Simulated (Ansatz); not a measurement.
# PBE-QIDH/def2-SVP (core potential) run of CH3ClFIn (SMILES [CH3][In]([F])[Cl])

Aim: the vertical ionisation energy of CH3ClFIn at PBE-QIDH/def2-SVP (core potential), from 2 runs. 

Program for the calculation: Ansatz 0.2.0.

118 further runs of the same task are left out: 1 that didn't finish, 117 set aside as unsound or not needed. Runs told in other sessions of the task aren't counted.

## 1. The molecule

CH3ClFIn has 7 atoms, charge 0, and is taken as a singlet. SMILES: `[CH3][In]([F])[Cl]`. The coordinates come from a PBE0-D4/def2-TZVP relaxation.

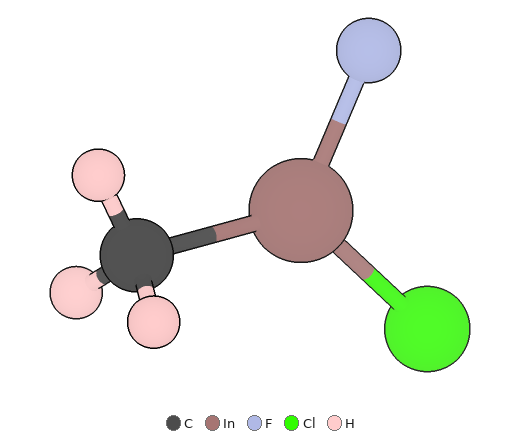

Viewed from a chosen angle; carbon dark grey, indium brown, fluorine light blue, chlorine green, hydrogen pink.

## 2. A single-point energy at PBE-QIDH/def2-SVP (core potential)

The input, input.yaml:

```yaml
crystal:
  periodic: [false, false, false]
  atoms:
    - symbol: C
      position_ang: [-0.390800, 0.951400, 0.427300]
    - symbol: In
      position_ang: [0.391000, -0.846100, -0.384300]
    - symbol: F
      position_ang: [2.306000, -1.125500, -0.600500]
    - symbol: Cl
      position_ang: [-0.728400, -2.728700, -1.135500]
    - symbol: H
      position_ang: [-1.112900, 1.373000, -0.270800]
    - symbol: H
      position_ang: [-0.891300, 0.725700, 1.368500]
    - symbol: H
      position_ang: [0.426300, 1.650400, 0.595200]
basis:
  gaussian:
    orbitals: def2-SVP
magnetization:
  spin_polarized: false
  initial_magnetization: 0
hamiltonian:
  xc: {name: PBE-QIDH}
correlation:
  frozen_orbitals: {C: 1, Cl: 5, F: 1, H: 0, In: 4}
accuracy: high
output:
  orbitals: {seedname: orbitals}
```

Command:

```
$ ansatz run input.yaml --threads 1 --pin off --max-ram 3480MiB --events-out events.jsonl --progress --plain --runs-dir runs
```

What it wrote:

```text
Warning: RAYON_NUM_THREADS=1 ignored (pool sized by the plan → 1); use --threads N
Functional definition: PBE-QIDH
  name "PBE-QIDH"
  parameter a = 3^(-1/3)
  parameter c = 1/3
  exchange = (1 - a)*pbe_x + a*exact_x
  correlation = (1 - c)*pbe_c + c*(mp2_os + mp2_ss)
1981 factors; integrals over basis functions are off by at most 3.3e-9 eV
mean field evaluation 1: about -21465.4286 eV, gradient 4.2e1 eV
mean field evaluation 2: about -21465.4903 eV, gradient 4.2e1 eV
mean field evaluation 4: about -21469.0992 eV, gradient 3.7e0 eV
mean field evaluation 8: about -21469.1398 eV, gradient 6.0e-2 eV
mean field evaluation 16: about -21469.1398 eV, gradient 8.6e-6 eV
mean field -21469.13977561 eV, -788.9763344481 hartree, gradient 1.7e-8 eV, S^2 0.000000; 0 other end points of the search recorded, 0 dependent functions left out
11 core orbitals not correlated: weight in the atoms' cores, before any rotation towards them, 1.000 or more for the frozen orbitals, at most 0.000 for the correlated occupied ones
reference -21469.13977703 eV, -788.9763345001 hartree; 17, 17 occupied and 59, 59 virtual orbitals, 1981 factors
second order -16.91042987 eV of doubles, -0.00000000 eV of singles
Total energy: -21474.77658698 eV, -789.1834834453 hartree
```

Wall time 11 s (1 thread of Arm Neoverse V2, shared host); peak memory 0.31 GiB.

## 3. The doublet cation at the same level

The input, in.yaml:

```yaml
crystal:
  periodic: [false, false, false]
  atoms:
    - {symbol: C, position_ang: [-0.390800, 0.951400, 0.427300]}
    - {symbol: In, position_ang: [0.391000, -0.846100, -0.384300]}
    - {symbol: F, position_ang: [2.306000, -1.125500, -0.600500]}
    - {symbol: Cl, position_ang: [-0.728400, -2.728700, -1.135500]}
    - {symbol: H, position_ang: [-1.112900, 1.373000, -0.270800]}
    - {symbol: H, position_ang: [-0.891300, 0.725700, 1.368500]}
    - {symbol: H, position_ang: [0.426300, 1.650400, 0.595200]}
basis:
  gaussian:
    orbitals: def2-SVP
total_charge: 1
magnetization:
  spin_polarized: true
  initial_magnetization: 1
hamiltonian:
  xc: {name: PBE-QIDH}
correlation:
  frozen_orbitals: {C: 1, Cl: 5, F: 1, H: 0, In: 4}
accuracy: high
output: {orbitals: {seedname: orbitals}}
```

Command:

```
$ ansatz run in.yaml --threads 1 --pin off --max-ram 3480MiB --events-out events.jsonl --progress --plain --runs-dir runs
```

What it wrote (excerpt; [...] marks lines left out):

```text
Warning: RAYON_NUM_THREADS=1 ignored (pool sized by the plan → 1); use --threads N
[... 2 set-up lines as earlier in the session ...]
[...]
1981 factors; integrals over basis functions are off by at most 3.3e-9 eV
[...]
mean field -21458.07529134 eV, -788.5697221509 hartree, gradient 3.0e-8 eV, S^2 0.805839; 5 other end points of the search recorded, 0 dependent functions left out
11 core orbitals not correlated: weight in the atoms' cores, before any rotation towards them, 1.000 or more for the frozen orbitals, at most 0.000 for the correlated occupied ones
reference -21458.07529281 eV, -788.5697222048 hartree; 17, 16 occupied and 59, 60 virtual orbitals, 1981 factors
second order -16.62868579 eV of doubles, -0.00000000 eV of singles
Total energy: -21463.61818807 eV, -788.7734198486 hartree
```

Run time: 43 s. Hardware: 1 thread of Arm Neoverse V2, shared host; peak memory 0.49 GiB.

## 4. Summary of results

At PBE-QIDH/def2-SVP (core potential), 11 core orbitals frozen:

```
                                                                quantity          value
                                          singlet CH3ClFIn: total energy  -789.18348 Eh
                     singlet CH3ClFIn: HOMO energy (SCF part's orbitals)      -10.73 eV
                     singlet CH3ClFIn: LUMO energy (SCF part's orbitals)        0.21 eV
                   singlet CH3ClFIn: HOMO–LUMO gap (SCF part's orbitals)       10.94 eV
                                            doublet cation: total energy  -788.77342 Eh
doublet cation: HOMO energy (SCF part's orbitals) (highest over α and β)      -16.30 eV
 doublet cation: LUMO energy (SCF part's orbitals) (lowest over α and β)      -11.38 eV
                                                    doublet cation: ⟨S²⟩          0.806
                      vertical ionisation energy (to the doublet cation)      11.158 eV
```

What this shows: Removing an electron at fixed nuclei costs 11.16 eV (1077 kJ/mol). The negative HOMO energy of the first species, 10.73 eV, lies 0.43 eV below that difference.
